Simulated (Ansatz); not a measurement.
BeHBr

```
CELL_PARAMETERS angstrom
3.49006 0.00000 0.00000
0.00000 3.49006 0.00000
0.00000 0.00000 7.15653
ATOMIC_POSITIONS crystal
Be 0.00000 0.50000 0.14000
Be 0.50000 0.00000 0.86000
H 0.00000 0.00000 0.00000
H 0.50000 0.50000 0.00000
Br 0.00000 0.50000 0.67000
Br 0.50000 0.00000 0.33000
```

Space group P4/nmm; built by placing these elements on a known structure type; not relaxed (largest force 0.7 eV/Å); computed pressure about −9 GPa in this cell.

Computed with DFT, PAW plane waves, r2SCAN in Ansatz 0.2.0.

Core electrons are frozen (PAW), and the valence fields are smoothed inside the atomic spheres.

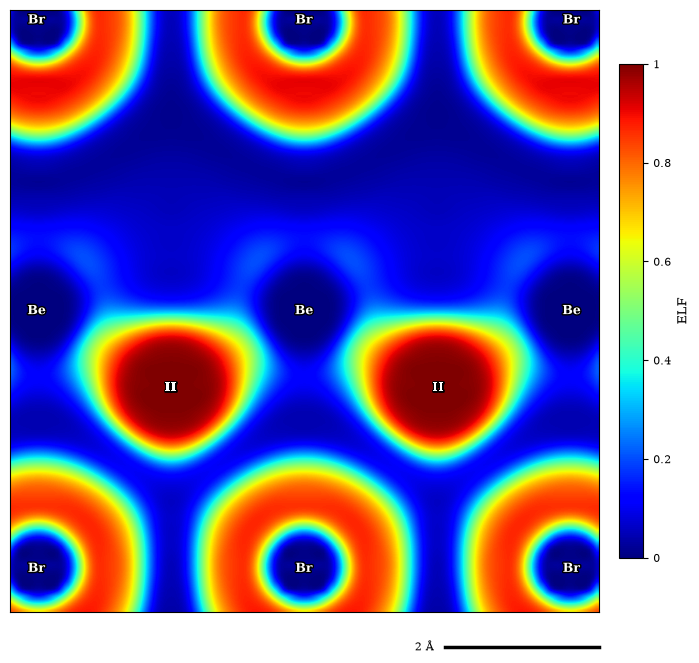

Figure 1. ELF on the (010) plane of the conventional cell.

**Describe what can be read from this map.**

Atoms in the plane: Be, H and Br.
Be–H (2.01 Å): the ELF climbs to about 1 towards the hydrogen.

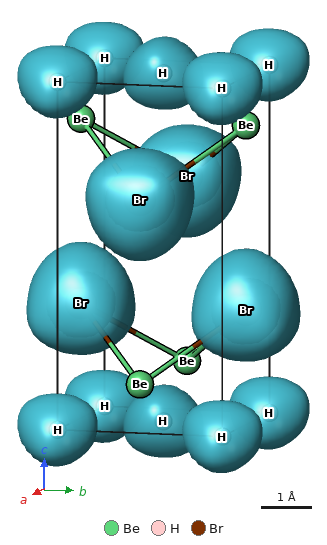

Figure 2. Isosurface of the electron localisation function at 0.8 (cyan), seen slightly off an axis. Core shells are left out. Sticks mark near contacts.

**Describe the localisation domains.**

At this value the surface marks out two regions around hydrogen nuclei and two regions wrapped around Br (the valence shell of each), counted in one cell of 6 atoms. Regions shared between cells count once. Profiles from the grid: Be–Br (2.82 Å): the ELF is about 0.70 at the midpoint.

**What Bader charges does the calculation give?**

Electrons move from Be towards H and Br. Bader charges: Be +1.64, H −0.87 and Br −0.77 e.
